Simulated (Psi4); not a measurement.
**CH3BO (B(CO)H3), step by step**

We compute a structure relaxation (BLYP/pcseg-1), then the harmonic vibrations, then a single-point energy (CCSD(T)/cc-pVDZ), then the excited states (TDA-BLYP/pcseg-1) of CH3BO (B(CO)H3). 

The results are computed with Psi4 1.11.

## 1. The structure to begin with

The species is CH3BO (6 atoms), meant as a singlet with charge 0. SMILES: `[H]B([H])([H])<-[C-]#[O+]`. The coordinates come from a GFN2-xTB relaxation. The run starts from this shape.

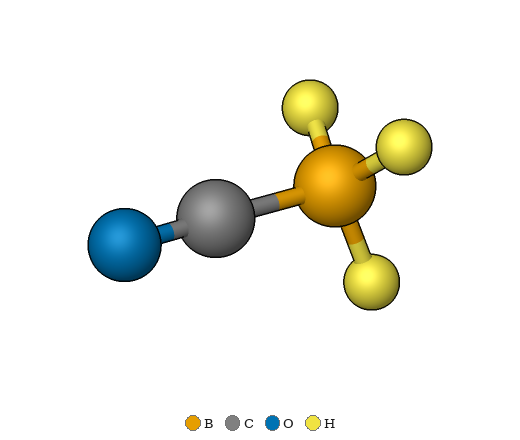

Viewed from a chosen angle; boron amber, carbon grey, oxygen blue, hydrogen yellow.

## 2. A structure relaxation at BLYP/pcseg-1 (density fitting) (run 1)

File job.in:

```
memory 1.6 GB

molecule {
  0 1
  B     -0.013250     0.005270    -0.516110
  C      0.011910     0.007900     0.957520
  O      0.044170    -0.008430     2.099160
  H      1.125420     0.004210    -0.852220
  H     -0.589380     0.982500    -0.862300
  H     -0.578870    -0.991440    -0.826050
  symmetry c1
}

set {
  geom_maxiter 60
}

optimize("blyp/pcseg-1")
print_variables()
```

Command:

```
psi4 -n 1 job.in job.out
```

job.out:

```text
[...]
  Running in c1 symmetry.
[...]
  Nuclear repulsion =   57.076153612729442
[...]
  Multiplicity = 1
[...]
  Nalpha       = 11
  Nbeta        = 11
[...]
    Number of basis functions: 57
[...]
   @DF-RKS iter   1:  -139.63724498182873   -2.72625e-01   1.07495e-02 ADIIS/DIIS
[...]
   @DF-RKS iter   7:  -139.90714464837734   -1.08002e-12   2.16551e-09 DIIS
[...]
    Orbital Energies [Eh]
    ---------------------
    Doubly Occupied:
       1A    -18.903646     2A    -10.078840     3A     -6.509062
       4A     -1.087468     5A     -0.590524     6A     -0.498870
       7A     -0.449997     8A     -0.449994     9A     -0.354695
      10A     -0.298822    11A     -0.298798
[...]
  @DF-RKS Final Energy:  -139.90714464837734
   => Energetics <=
    Nuclear Repulsion Energy =             55.9348078951139982
    One-Electron Energy =                -298.9535337415953791
    Two-Electron Energy =                 122.1269441199831078
    DFT Exchange-Correlation Energy =     -19.0153629218790741
    Empirical Dispersion Energy =           0.0000000000000000
    VV10 Nonlocal Energy =                  0.0000000000000000
    Total Energy =                       -139.9071446483773400
[...]
 Multipole Moments:
 ------------------------------------------------------------------------------------
     Multipole            Electronic (a.u.)      Nuclear  (a.u.)        Total (a.u.)
 ------------------------------------------------------------------------------------
 L = 1.  Multiply by 2.5417464519 to convert [e a0] to [Debye]
 Dipole X            :          0.0642241           -0.0568275            0.0073966
 Dipole Y            :          0.0125970           -0.0106478            0.0019492
 Dipole Z            :          4.0426529           -3.5577727            0.4848802
 Magnitude           :                                                    0.4849405
[...]
  -Total Gradient:
     Atom            X                  Y                   Z
    ------   -----------------  -----------------  -----------------
       1       -0.000054472909     0.000073415921    -0.000154227767
       2       -0.000051670100     0.000076870117     0.000146732838
       3        0.000050521921    -0.000072779790    -0.000072728969
       4        0.000006658289    -0.000019275441     0.000044854108
       5        0.000032883567    -0.000048433765    -0.000016475666
       6        0.000019678828    -0.000008403672     0.000038113557
[...]
    Final optimized geometry and variables:
    Molecular point group: c1
    Full point group: C1
    Geometry (in Angstrom), charge = 0, multiplicity = 1:
    B           -0.024310008471    -0.002276514389    -1.431419242959
    C            0.000474894804     0.001729450934     0.094565375859
    O            0.021761014269     0.001131368979     1.245576302950
    H            1.150053481896     0.001194418758    -1.769092030996
    H           -0.623154239480     1.013534273147    -1.750000393616
    H           -0.612358517188    -1.028408367369    -1.738506280315
  Variable Map:
  ----------------------------------------------------------------------------
  "CURRENT ENERGY"              =>    -139.907144648377
  "CURRENT REFERENCE ENERGY"    =>    -139.907144648377
[...]
```

Standard output:

```text
Optimizer: Optimization complete!
```

Run time: 16 s. Hardware: 1 thread of Intel Xeon Platinum 8488C (Sapphire Rapids), shared host; peak memory 0.44 GiB.

Step by step:

```csv
step,energy from the first frame kept (eV),largest force (eV/Å)
0,0.0000,1.1561
1,-0.0744,0.3604
2,-0.0778,0.1596
3,-0.0784,0.0429
4,-0.0785,0.0082
5,-0.0786,0.0092
```

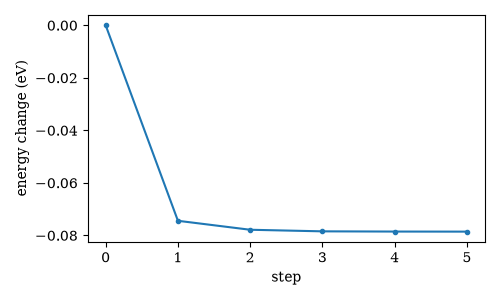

Energy along the run.

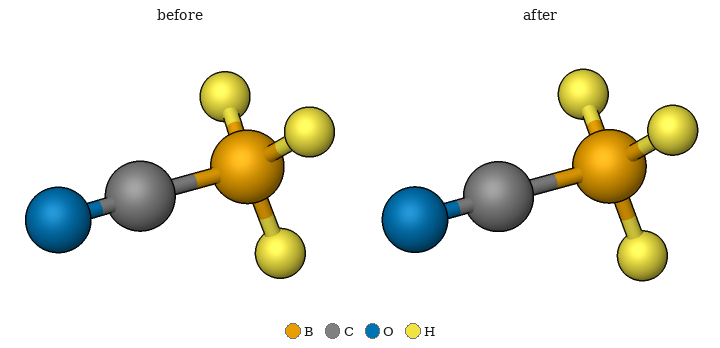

Before and after, at one scale.

After the run. Bond lengths: B1–C2 1.526 Å, C2–O3 1.151 Å, B1–H4 1.222 Å, B1–H5 1.221 Å, B1–H6 1.222 Å. Angles: B1–C2–O3 179.8°, C2–B1–H4 105.1°, C2–B1–H5 105.5°, C2–B1–H6 105.1°, H4–B1–H5 113.4°, H4–B1–H6 113.3°, H5–B1–H6 113.4°.

## 3. The harmonic vibrations at BLYP/pcseg-1 (density fitting) (run 2)

File job.dat:

```
memory 1600 MB

molecule {
  0 1
  B     -0.008597    -0.001962    -0.555243
  C      0.016188     0.002044     0.970741
  O      0.037474     0.001446     2.121752
  H      1.165766     0.001509    -0.892916
  H     -0.607441     1.013849    -0.873824
  H     -0.596646    -1.028094    -0.862330
}

set globals {
  t 600.0
  rotational_symmetry_number 3
}

e_tot, wfn = frequencies('blyp/pcseg-1', return_wfn=True)
print_variables()
```

Command:

```
psi4 -i job.dat -o job.out -n 1
```

job.out, cut to the lines that bear on the results:

```text
[...]
  Running in c1 symmetry.
[...]
  Nuclear repulsion =   55.934814080575784
[...]
  Multiplicity = 1
[...]
  Nalpha       = 11
  Nbeta        = 11
[...]
    Number of basis functions: 57
[...]
   @DF-RKS iter   1:  -139.65962038590874   -3.43934e-01   1.03488e-02 DIIS/ADIIS
[...]
   @DF-RKS iter  11:  -139.90714443467402   -1.76215e-12   6.03612e-09 DIIS
[...]
  @DF-RKS Final Energy:  -139.90714443467402
   => Energetics <=
    Nuclear Repulsion Energy =             55.9348457001720547
    One-Electron Energy =                -298.9536045947102707
    Two-Electron Energy =                 122.1269812042410194
    DFT Exchange-Correlation Energy =     -19.0153667443768271
    Empirical Dispersion Energy =           0.0000000000000000
    VV10 Nonlocal Energy =                  0.0000000000000000
    Total Energy =                       -139.9071444346740236
[...]
 Multipole Moments:
[...]
  -Total Gradient:
     Atom            X                  Y                   Z
    ------   -----------------  -----------------  -----------------
       1       -0.000058604507     0.000346055826    -0.000156613506
       2       -0.000052383888     0.000255293506     0.000145550983
       3        0.000050727130    -0.000123860643    -0.000072441729
       4        0.000006198733    -0.000064738563     0.000045602253
       5        0.000113256095    -0.000228576771     0.000113422475
       6       -0.000055800068    -0.000184929652    -0.000088291489
[...]
  ==> Harmonic Vibrational Analysis <==
[...]
  Freq [cm^-1]                 288.3856            291.9499            753.0362
[...]
  IR activ [km/mol]             4.4039              4.3960             22.1968
[...]
  Freq [cm^-1]                 784.5391            786.6044           1041.3445
[...]
  IR activ [km/mol]             3.4346              3.4955              0.0550
[...]
  Freq [cm^-1]                1060.9654           1061.7527           2102.2255
[...]
  IR activ [km/mol]             0.2076              0.2213             477.3250
[...]
  Freq [cm^-1]                2412.4581           2477.0304           2481.1631
[...]
  IR activ [km/mol]             0.7005             37.9504             37.5631
[...]
  Total E_0, Enthalpy at 0 [K]                                                         -139.87173861 [Eh]
[...]
  Total H, Enthalpy at  600.00 [K]                                                     -139.85814524 [Eh]
[...]
```

The script printed:

```text
Warning: used thermodynamics relations inappropriate for low-frequency modes: ['288.3856' '291.9499']
```

Wall time 90 s (1 thread of Intel Xeon Platinum 8488C (Sapphire Rapids), shared host); peak memory 0.43 GiB.

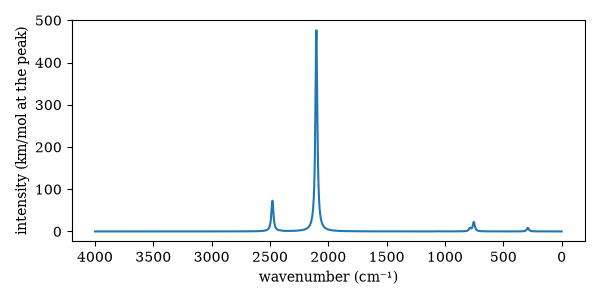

Harmonic infrared spectrum, unscaled, lines broadened by 10 cm⁻¹.

## 4. The energy at CCSD(T)/cc-pVDZ (run 3)

File job.inp:

```
memory 1600 MB

molecule m {
  0 1
  B     -0.008597    -0.001962    -0.555243
  C      0.016188     0.002044     0.970741
  O      0.037474     0.001446     2.121752
  H      1.165766     0.001509    -0.892916
  H     -0.607441     1.013849    -0.873824
  H     -0.596646    -1.028094    -0.862330
  units angstrom
}

set basis cc-pVDZ
set scf_type pk
set freeze_core true

energy('ccsd(t)')
```

Command:

```
psi4 -i job.inp -o job.out -n 1
```

job.out:

```text
[...]
  Running in c1 symmetry.
[...]
  Nuclear repulsion =   55.934814080575784
[...]
  Multiplicity = 1
[...]
  Nalpha       = 11
  Nbeta        = 11
[...]
    Number of basis functions: 57
[...]
   @RHF iter   1:  -139.08496248644227   -9.38726e-01   5.76852e-03 DIIS/ADIIS
[...]
   @RHF iter  11:  -139.14776769120687   -1.44951e-12   2.30812e-09 DIIS
[...]
    Orbital Energies [Eh]
    ---------------------
    Doubly Occupied:
       1A    -20.719799     2A    -11.453997     3A     -7.569242
       4A     -1.556123     5A     -0.905494     6A     -0.793756
       7A     -0.681188     8A     -0.681125     9A     -0.559401
      10A     -0.467389    11A     -0.467272
[...]
  @RHF Final Energy:  -139.14776769120687
   => Energetics <=
    Nuclear Repulsion Energy =             55.9348140805757836
    One-Electron Energy =                -298.4555923308105321
    Two-Electron Energy =                 103.3730105590278754
    Total Energy =                       -139.1477676912068659
[...]
 Multipole Moments:
 ------------------------------------------------------------------------------------
     Multipole            Electronic (a.u.)      Nuclear  (a.u.)        Total (a.u.)
 ------------------------------------------------------------------------------------
 L = 1.  Multiply by 2.5417464519 to convert [e a0] to [Debye]
 Dipole X            :          0.0661905           -0.0568282            0.0093623
 Dipole Y            :          0.0143811           -0.0106478            0.0037333
 Dipole Z            :          4.2219529           -3.5577720            0.6641809
 Magnitude           :                                                    0.6642573
[...]
      * MP2 total energy                      = -139.559115973068600
[...]
      * CCSD total energy                     = -139.581730030690721
[...]
      * CCSD(T) total energy                  = -139.597959809925698
[...]
```

Wall time 7.2 s (1 thread of Intel Xeon Platinum 8488C (Sapphire Rapids), shared host); peak memory 0.27 GiB.

## 5. The vertical excitations at TDA-BLYP/pcseg-1 (density fitting, save jk yes) (run 4)

File ch3bo.xyz:

```xyz
6
CH3BO
B     -0.008597    -0.001962    -0.555243
C      0.016188     0.002044     0.970741
O      0.037474     0.001446     2.121752
H      1.165766     0.001509    -0.892916
H     -0.607441     1.013849    -0.873824
H     -0.596646    -1.028094    -0.862330
```

File run.py:

```python
import psi4

psi4.set_memory('1600 MB')
psi4.set_num_threads(1)
psi4.core.set_output_file('psi4.out', False)

with open('ch3bo.xyz') as f:
    atoms = ''.join(f.readlines()[2:])
mol = psi4.geometry('0 1\n' + atoms + '')

psi4.set_options({
    'basis': 'pcseg-1',
    'save_jk': True,
})

from psi4.driver.procrouting.response.scf_response import tdscf_excitations
energy_value, wavefunction = psi4.energy('blyp', return_wfn=True)
states = tdscf_excitations(wavefunction, states=6, tda=True)
for k, s in enumerate(states, 1):
    print(f"root {k}: {s['EXCITATION ENERGY'] * 27.211386:.4f} eV  f = {s['OSCILLATOR STRENGTH (LEN)']:.4f}  {s['SYMMETRY']}")
print('E =', round(energy_value, 9))
for k, v in sorted(psi4.core.scalar_variables().items()):
    print(f'{k:45s} {v:18.10f}')
```

Command:

```
python run.py
```

psi4.out, cut to the lines that bear on the results:

```text
[...]
  Running in c1 symmetry.
[...]
  Nuclear repulsion =   55.934814080575784
[...]
  Multiplicity = 1
[...]
  Nalpha       = 11
  Nbeta        = 11
[...]
    Number of basis functions: 57
[...]
   @DF-RKS iter   1:  -139.65962038586039   -3.43934e-01   1.03488e-02 DIIS/ADIIS
[...]
   @DF-RKS iter   9:  -139.90714464760651   -6.35720e-09   1.56184e-07 DIIS
[...]
  @DF-RKS Final Energy:  -139.90714464760651
   => Energetics <=
    Nuclear Repulsion Energy =             55.9348140805757836
    One-Electron Energy =                -298.9536022562947437
    Two-Electron Energy =                 122.1270089996482824
    DFT Exchange-Correlation Energy =     -19.0153654715358300
    Empirical Dispersion Energy =           0.0000000000000000
    VV10 Nonlocal Energy =                  0.0000000000000000
    Total Energy =                       -139.9071446476065148
[...]
 Multipole Moments:
 ------------------------------------------------------------------------------------
     Multipole            Electronic (a.u.)      Nuclear  (a.u.)        Total (a.u.)
 ------------------------------------------------------------------------------------
 L = 1.  Multiply by 2.5417464519 to convert [e a0] to [Debye]
 Dipole X            :          0.0642307           -0.0568282            0.0074025
 Dipole Y            :          0.0125893           -0.0106478            0.0019415
 Dipole Z            :          4.0426488           -3.5577720            0.4848768
 Magnitude           :                                                    0.4849372
[...]
**********                               WARNING                                **********
**********       The names of excited state variables changed between 1.5       **********
[...]
**********                               WARNING                                **********
**********  Length-gauge rotatory strengths are **NOT** gauge-origin invariant  **********
[...]
                                    Excitation Energy         Total Energy        Oscillator Strength             Rotatory Strength
[...]
Excited State    1 (1 A):   0.20514 au   222.11 nm f = 0.0000
[...]
Excited State    3 (1 A):   0.21715 au   209.83 nm f = 0.0132
[...]
Excited State    4 (1 A):   0.28910 au   157.60 nm f = 0.0517
[...]
Excited State    5 (1 A):   0.28921 au   157.54 nm f = 0.0516
[...]
Excited State    6 (1 A):   0.30530 au   149.24 nm f = 0.7387
[...]
```

The script printed:

```text
root 1: 5.5821 eV  f = 0.0000  A
root 2: 5.9056 eV  f = 0.0128  A
root 3: 5.9089 eV  f = 0.0132  A
root 4: 7.8668 eV  f = 0.0517  A
root 5: 7.8698 eV  f = 0.0516  A
root 6: 8.3075 eV  f = 0.7387  A
E = -139.907144648
CURRENT ENERGY                                   -139.9071446476
CURRENT REFERENCE ENERGY                         -139.9071446476
DD SOLVATION ENERGY                                 0.0000000000
DFT FUNCTIONAL TOTAL ENERGY                      -139.9071446476
DFT TOTAL ENERGY                                 -139.9071446476
DFT VV10 ENERGY                                     0.0000000000
DFT XC ENERGY                                     -19.0153654715
GRID ELECTRONS ALPHA                               11.0000022017
GRID ELECTRONS BETA                                11.0000022017
GRID ELECTRONS TOTAL                               22.0000044033
NUCLEAR REPULSION ENERGY                           55.9348140806
ONE-ELECTRON ENERGY                              -298.9536022563
PCM POLARIZATION ENERGY                             0.0000000000
PE ENERGY                                           0.0000000000
SCF ITERATION ENERGY                             -139.9071446476
SCF ITERATIONS                                      9.0000000000
SCF TOTAL ENERGY                                 -139.9071446476
TWO-ELECTRON ENERGY                               122.1270089996
XC GRID RADIAL POINTS                              75.0000000000
XC GRID SPHERICAL POINTS                          302.0000000000
XC GRID TOTAL POINTS                           130537.0000000000
```

It took 8.4 s on 1 thread of Intel Xeon Platinum 8488C (Sapphire Rapids), shared host; peak memory 0.41 GiB.

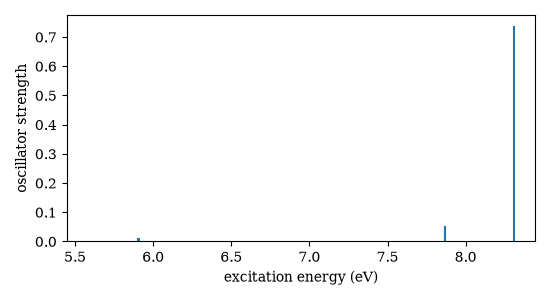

Vertical excitations as sticks.

The roots found:

```csv
excited state,energy (eV),strength,label
1,5.582,0.0000,A 1
2,5.906,0.0128,A 1
3,5.909,0.0132,A 1
4,7.867,0.0517,A 1
5,7.870,0.0517,A 1
6,8.308,0.7387,A 1
```

## 6. Summary of results

| quantity | value |
| --- | --- |
| run 1, BLYP/pcseg-1: total energy at the end | -139.90714 Eh |
| run 1, BLYP/pcseg-1: dipole moment | 1.23 D |
| run 1, BLYP/pcseg-1: HOMO energy | -8.13 eV |
| run 1, BLYP/pcseg-1: LUMO energy | -2.55 eV |
| run 1, BLYP/pcseg-1: HOMO–LUMO gap | 5.58 eV |
| run 2, BLYP/pcseg-1: lowest harmonic wavenumber | 288 cm⁻¹ |
| run 2, BLYP/pcseg-1: highest harmonic wavenumber | 2481 cm⁻¹ |
| run 2, BLYP/pcseg-1: zero-point energy | 93.0 kJ/mol |
| run 2, BLYP/pcseg-1: ideal-gas entropy at 600 K (symmetry number 3 as used) | 72.2 cal/(mol K) |
| run 3, CCSD(T)/cc-pVDZ: total energy | -139.59796 Eh |
| run 3, CCSD(T)/cc-pVDZ: HOMO energy (Hartree–Fock orbitals) | -12.72 eV |
| run 3, CCSD(T)/cc-pVDZ: LUMO energy (Hartree–Fock orbitals) | 2.62 eV |
| run 3, CCSD(T)/cc-pVDZ: HOMO–LUMO gap (Hartree–Fock orbitals) | 15.33 eV |
| run 3, CCSD(T)/cc-pVDZ: correlation energy (3 core orbitals frozen) | -450.2 mEh |
| run 3, CCSD(T)/cc-pVDZ: (T) correction | -16.23 mEh |
| run 3, CCSD(T)/cc-pVDZ: T1 diagnostic | 0.019 |
| run 4, TDA-BLYP/pcseg-1: ground-state or mean-field energy | -139.90714 Eh |
| run 4, TDA-BLYP/pcseg-1: dipole moment (BLYP Kohn–Sham density) | 1.23 D |
| run 4, TDA-BLYP/pcseg-1: HOMO energy (BLYP Kohn–Sham orbitals) | -8.13 eV |
| run 4, TDA-BLYP/pcseg-1: LUMO energy (BLYP Kohn–Sham orbitals) | -2.55 eV |
| run 4, TDA-BLYP/pcseg-1: HOMO–LUMO gap (BLYP Kohn–Sham orbitals) | 5.58 eV |
| run 4, TDA-BLYP/pcseg-1: lowest excitation energy | 5.58 eV |

What this shows: The optimisation (run 1, BLYP/pcseg-1) took 6 steps and changed the energy by -0.079 eV. All 12 modes (run 2, BLYP/pcseg-1) are real, so the shape is a minimum at this level. The triples (run 3, CCSD(T)/cc-pVDZ) make up 3.6 % of the correlation energy. The brightest of the 6 transitions from the ground state lies at 8.31 eV (149 nm, f = 0.739); the lowest, at 5.58 eV, has f = 0.000. Roots above 8.1 eV lie over the negative of the HOMO energy, where those of Rydberg kind are poorly described; valence roots are less touched.
